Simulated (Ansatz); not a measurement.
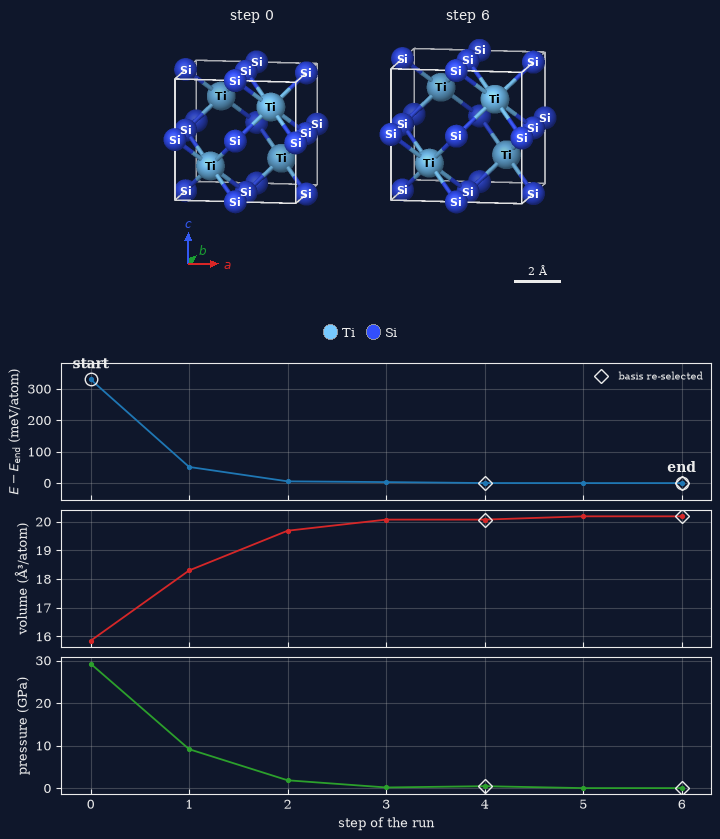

First and last geometry of a relaxation of solid Ti$_{2}$Si$_{3}$ (a generated structure, set up in Pn-3m) (coarse preliminary run), with the history of the run. The picture is a ball-and-stick view of the cell of the calculation, seen slightly off an axis.

Level of theory: DFT PBE, scalar-relativistic, plane waves, PAW (Ansatz 0.2.0).

Input
```yaml
crystal:
  lattice:
    - [5.41177913, 0.0, 0.0]
    - [0.0, 5.41177913, 0.0]
    - [0.0, 0.0, 5.41177913]
  atoms:
    - { symbol: Ti, position: [0.25, 0.25, 0.25] }
    - { symbol: Ti, position: [0.25, 0.75, 0.75] }
    - { symbol: Ti, position: [0.75, 0.75, 0.25] }
    - { symbol: Ti, position: [0.75, 0.25, 0.75] }
    - { symbol: Si, position: [0.0, 0.5, 0.5] }
    - { symbol: Si, position: [0.0, 0.5, 0.0] }
    - { symbol: Si, position: [0.5, 0.0, 0.5] }
    - { symbol: Si, position: [0.0, 0.0, 0.5] }
    - { symbol: Si, position: [0.5, 0.0, 0.0] }
    - { symbol: Si, position: [0.5, 0.5, 0.0] }
basis:
  ecutwfc: 420
kpoints:
  mp_grid: { grid: [4, 4, 4] }
hamiltonian:
  xc: pbe
scf:
  occupations: { method: gaussian, width: 0.1 }
  lower_state_search: "off"
output:
  forces: true
  stress: true
  eigenvalues: true
relax:
  adjacent_minimum: "off"
  f_tol: 0.04
  max_steps: 70
  cell: { stress_tol: 0.4 }
```

Run as
```bash
ansatz run input.yaml --threads 1 --pin off --max-ram 2560MiB --backend cpu --events-out ev --progress --plain --runs-dir out
```

Did the run converge, and what did it change?

It converged. The atoms keep their places relative to the cell (all moves are under 0.005 Å). The volume changes by +27.4 %, with a = b = c 5.412 → 5.866 Å (+8.4 %). Some distances before and after: Ti1–Si10 2.343 → 2.540 Å. The space group stays Pn-3m (No. 224). Over 4 accepted moves (6 points after the start) the energy falls by 330 meV per atom. All forces vanish by symmetry, so only the cell relaxes. The pressure goes from 29.26 to 0.02 GPa. At 2 points the geometry stayed and the basis and grid were re-selected for the new cell (energy shift of 3.0 meV per atom at most each time).

```tsv
step	E − E(0), meV/atom	pressure, GPa	volume, Å³/atom	note
0	0.00	29.26	15.850	
1	-278.73	9.16	18.300	
2	-324.58	1.86	19.684	
3	-326.96	0.18	20.071	
4	-330.00	0.47	20.071	same geometry, new basis
5	-330.17	0.03	20.185	
6	-330.17	0.02	20.185	same geometry, new basis
```
